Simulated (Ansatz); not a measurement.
## Electronic structure of ClF₃Zr···HBr in real space

The calculation's input:

```
crystal:
  periodic: [false, false, false]
  atoms:
    - { symbol: Zr, position_ang: [0.0, 0.0, 0.0] }
    - { symbol: F, position_ang: [0.0, 0.0, 2.33] }
    - { symbol: F, position_ang: [1.8671, 0.0, -0.6593] }
    - { symbol: F, position_ang: [-0.9326, 1.6157, -0.6593] }
    - { symbol: Cl, position_ang: [-1.1869, -2.0563, -0.8392] }
    - { symbol: Br, position_ang: [1.1163, -2.619, 0.946] }
    - { symbol: H, position_ang: [0.5048, -1.1844, 2.203] }
basis:
  gaussian: { orbitals: def2-SVP }
hamiltonian:
  xc: pbe
relax:
  f_tol: 0.15
  max_steps: 25
  restrain:
    - { distance: [0, 5], at: 3.9, k: 30.0 }
    - { distance: [6, 1], at: 2.12, k: 30.0 }
    - { distance: [0, 1], at: 1.98, k: 30.0 }
    - { distance: [6, 5], at: 1.55, k: 30.0 }
output:
  orbitals: {}
```

Launched as:

```sh
ansatz run input.yaml --threads 4 --pin off --max-ram 5120MiB --backend cpu --events-out ev --progress --plain --runs-dir out
```

The fields are those of the run's last geometry, not of the input's.

Core potentials replace the inner electrons of Zr; not at a stationary point (largest force 1.4 eV/Å).

These are results of Ansatz, RKS PBE/def2-SVP, not measurements.

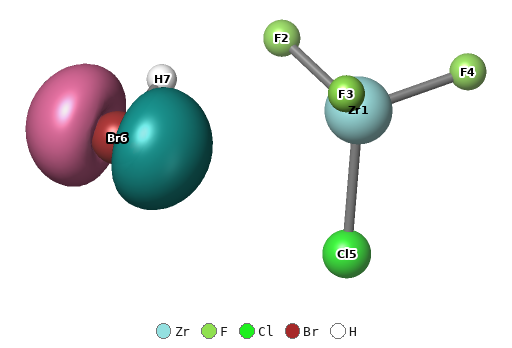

Figure 1. The HOMO−1 at ±0.2 Å⁻³ᐟ² (teal and pink are the two phases), seen across its widest extent.

**Where does this orbital lie, and at what energy?**

By Hirshfeld shares it lies mainly on Br6 (about 90 %); largely a lone pair of Br6. Its energy is −7.52 eV.

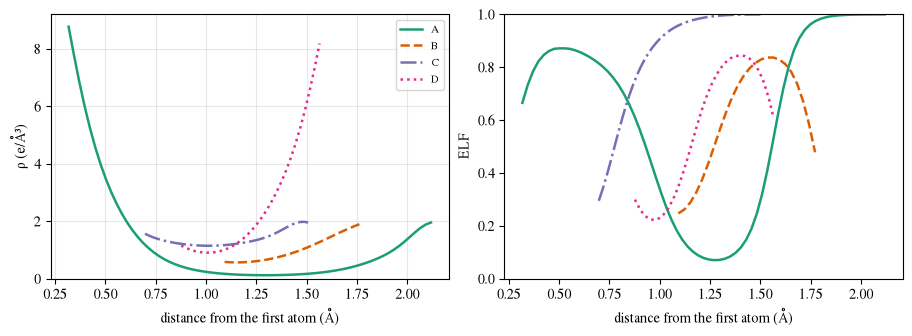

Figure 2. Electron density and electron localisation function along straight lines between neighbouring atoms. The curves leave out the atomic cores.

**Which curve belongs to which contact (Br–H, F–H, Zr–Cl and Zr–F)? The first atom named is at distance zero.**

Curve A: F2···H7 (2.12 Å): the density falls to about 0.12 e/Å³ on the way; the ELF dips to about 0.05 between them. Curve B: Zr–Cl (2.36 Å): ρ is about 0.57 e/Å³ halfway; the ELF peaks at about 0.85 in the valence shell of Cl, 0.8 Å from its nucleus, and is about 0.35 at the midpoint. Curve C: Br–H (1.51 Å): ρ at the midpoint is about 1.4 e/Å³; the ELF climbs to about 1 towards the hydrogen, as it does in any bond to H. Curve D: Zr–F (1.90 Å): the density is about 0.95 e/Å³ at the midpoint; the ELF peaks at about 0.85 in the valence shell of F, 0.5 Å from its nucleus, and drops to about 0.20 between the two atoms.

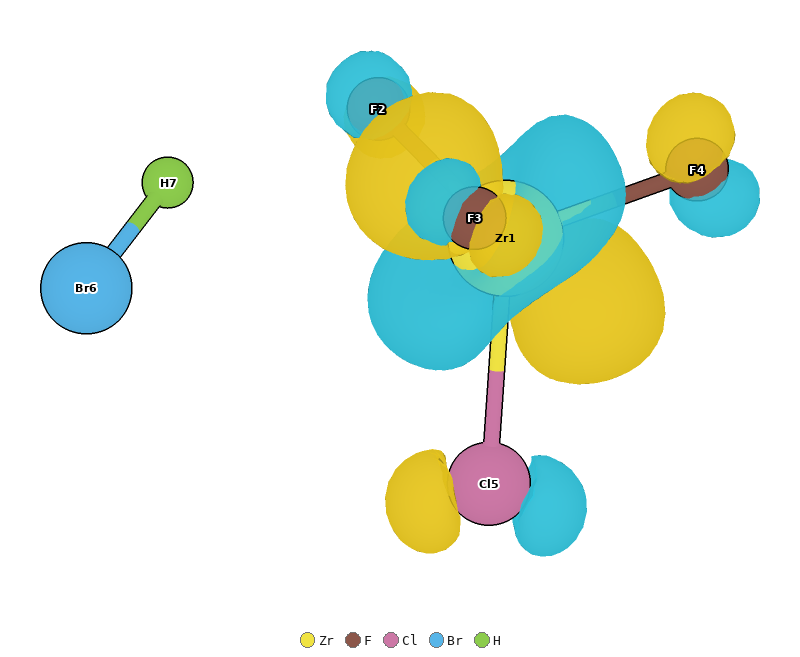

Figure 3. The LUMO at ±0.15 Å⁻³ᐟ² (yellow and cyan are the two phases), seen across its widest extent.

**What is the character of this orbital?**

It lies mainly on Zr1 (about 75 %), Cl5 (about 10 %) and F4 (about 5 %). Its energy is −2.84 eV.
